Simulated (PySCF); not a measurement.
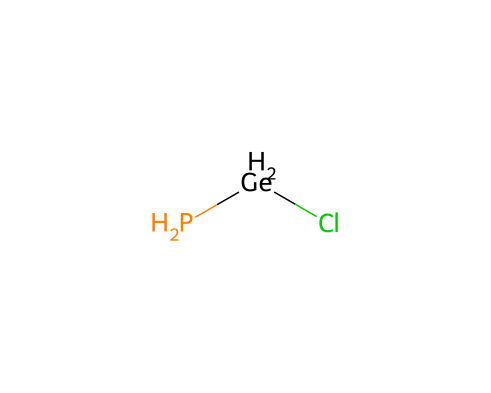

The drawing above gives the connectivity. Computed geometry: PBE0-D3(BJ)/def2-SVP optimisation. No frequency run is at hand to confirm it as a minimum.

Describe the 3D structure.

Formula ClGeH4P. SMILES: `[PH2][GeH2][Cl]`. Coordination: 1 P trigonal pyramidal; 1 Ge tetrahedral.

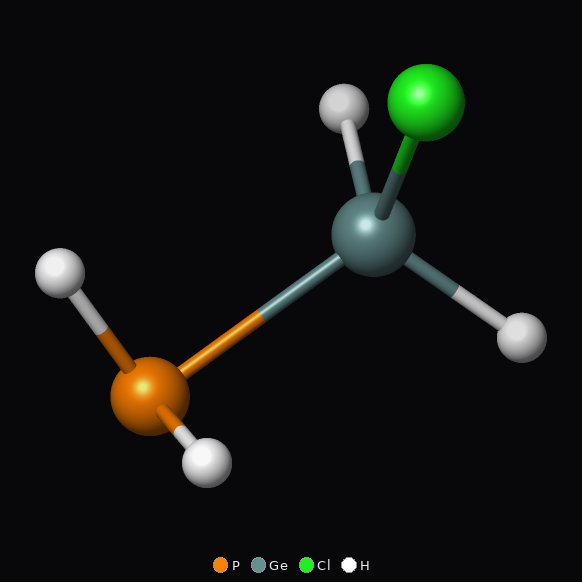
